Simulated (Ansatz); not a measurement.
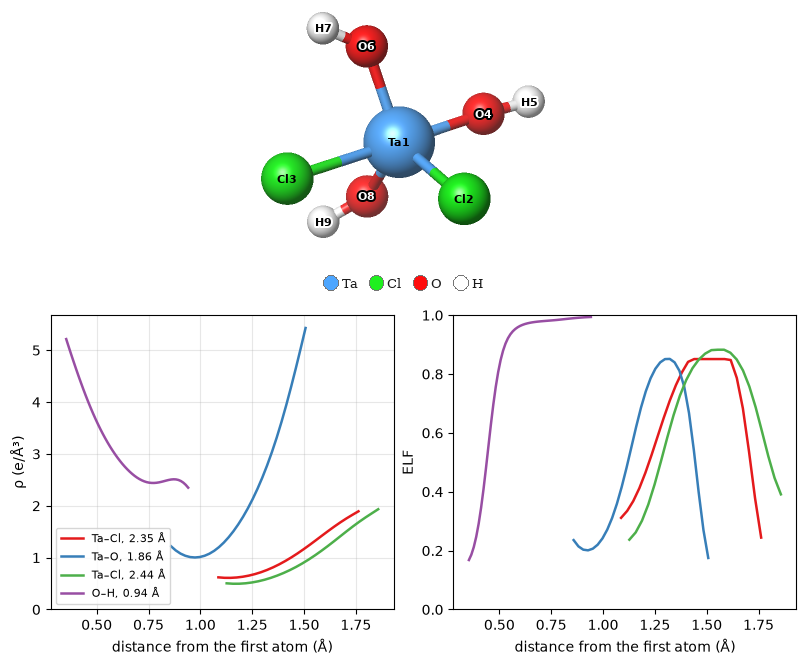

*Cl2H3O3Ta. Electron density and ELF along straight lines between neighbouring atoms. The curves leave out the atomic cores. The structure is drawn too.*

Core potentials replace the inner electrons of Ta.

Level of theory: RHF/def2-SVP in Ansatz.

```yaml
atoms:
  - { symbol: Ta, position_ang: [-0.1403, -0.0714, -0.0145] }
  - { symbol: Cl, position_ang: [2.2087, -0.1218, -0.0627] }
  - { symbol: Cl, position_ang: [-0.0427, 0.0690, 2.4158] }
  - { symbol: O, position_ang: [-0.2447, -0.1790, -1.8637] }
  - { symbol: H, position_ang: [-0.2118, -0.2380, -2.8025] }
  - { symbol: O, position_ang: [-1.0449, 1.5782, 0.0412] }
  - { symbol: H, position_ang: [-1.3270, 2.0989, 0.7797] }
  - { symbol: O, position_ang: [-1.1117, -1.6647, 0.2323] }
  - { symbol: H, position_ang: [-1.4121, -2.0827, 1.0268] }
```

What can be read from the curves?

Ta–Cl (2.35 Å): ρ at the midpoint is about 0.62 e/Å³; the ELF peaks at about 0.85 in the valence shell of Cl, 0.9 Å from its nucleus, and is about 0.40 at the midpoint.
Ta–O (1.86 Å): ρ is about 1 e/Å³ halfway; the ELF peaks at about 0.85 in the valence shell of O, 0.5 Å from its nucleus, and is about 0.20 at the midpoint.
Ta–Cl (2.44 Å): ρ at the midpoint is about 0.51 e/Å³; the ELF peaks at about 0.90 in the valence shell of Cl, 0.9 Å from its nucleus, and is about 0.35 at the midpoint.
O–H (0.94 Å): ρ at the midpoint is about 3.9 e/Å³; the ELF climbs to about 1 towards the hydrogen, as it does in any bond to H.
